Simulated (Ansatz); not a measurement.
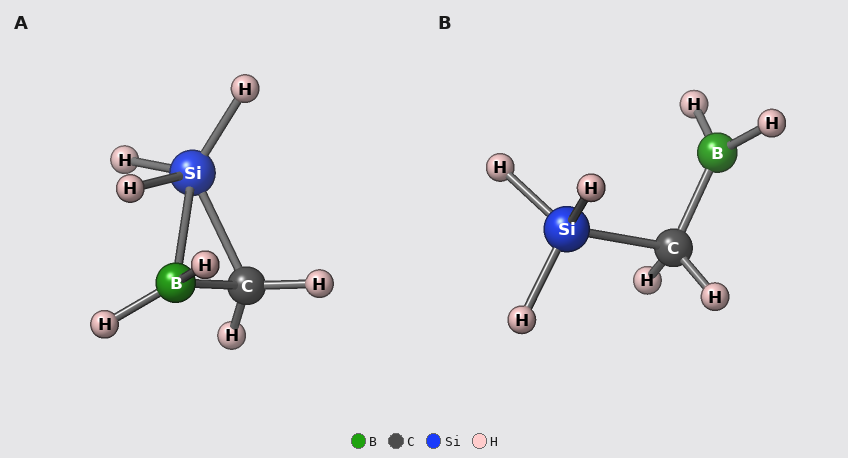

2 stationary structures of one formula. Geometries: PBE0-D4/def2-TZVP. Electronic energies: RHF-CCSD(T) (frozen core)/def2-TZVPP (Ansatz 0.2.0), without zero-point energy. No frequency run is at hand to confirm each as a minimum. Each is one conformer, not always the lowest.

### Which structure is the most stable?

B is lowest; A lies 0.244 eV above it.

Give E(B) − E(A) in eV at these levels too: ωB97M-V/def2-TZVPP; r2SCAN-D4/def2-TZVPP; B3LYP-D4/def2-TZVPP; PBE0-D4/def2-TZVP; PBE0-D4/def2-TZVPP; PBE-D4/def2-TZVPP; RHF-CCSD(T) (frozen core)/def2-TZVPP.

```tsv
level	E(B) − E(A) (eV)
ωB97M-V/def2-TZVPP	−0.203
r2SCAN-D4/def2-TZVPP	−0.105
B3LYP-D4/def2-TZVPP	−0.287
PBE0-D4/def2-TZVP	−0.095
PBE0-D4/def2-TZVPP	−0.089
PBE-D4/def2-TZVPP	−0.024
RHF-CCSD(T) (frozen core)/def2-TZVPP	−0.244
```
